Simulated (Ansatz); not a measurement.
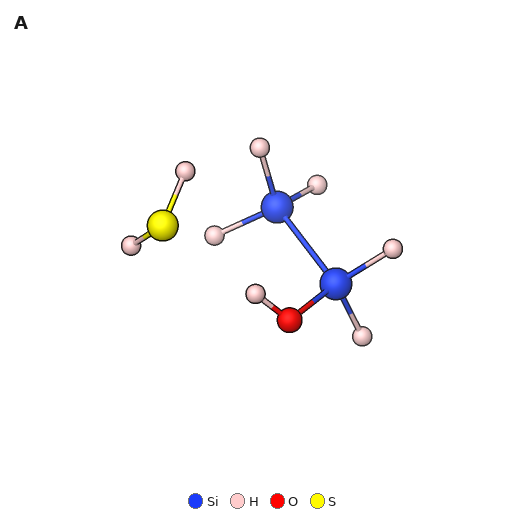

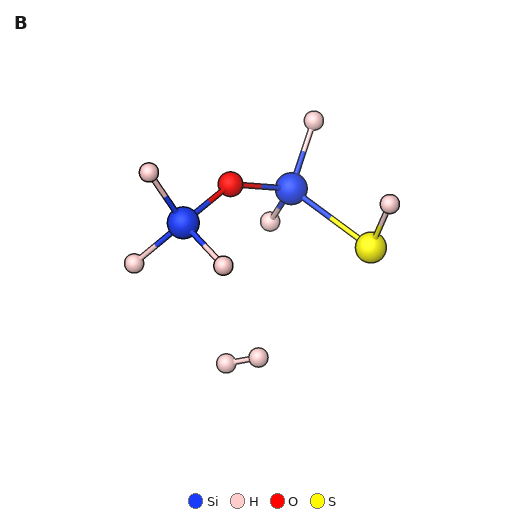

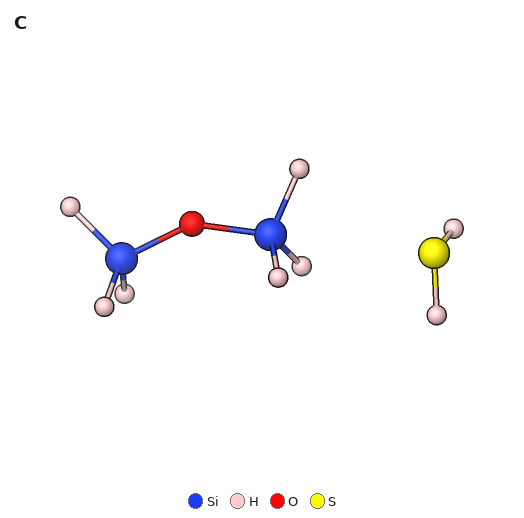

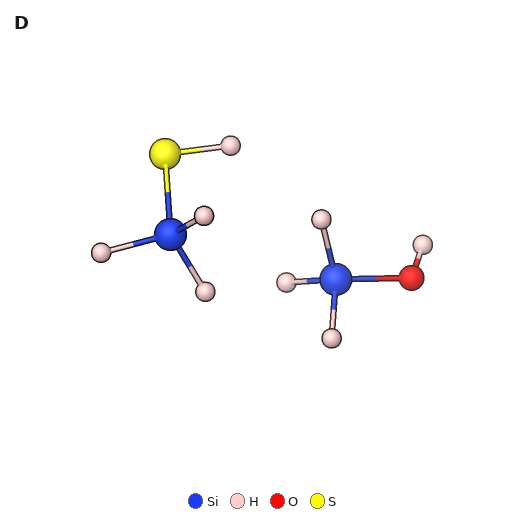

4 stationary structures of one formula. Geometries: PBE0-D4/def2-TZVP. Electronic energies: ωB97M-V/def2-SVP (Ansatz 0.2.0), without zero-point energy. No frequency run is at hand to confirm each as a minimum. Each is one conformer, not always the lowest.

Which is lowest in energy, and by how much?

Answer. B is lowest; C lies 0.306 eV above it (a minimum), D lies 0.875 eV above it (a minimum), A lies 1.288 eV above it (a minimum).
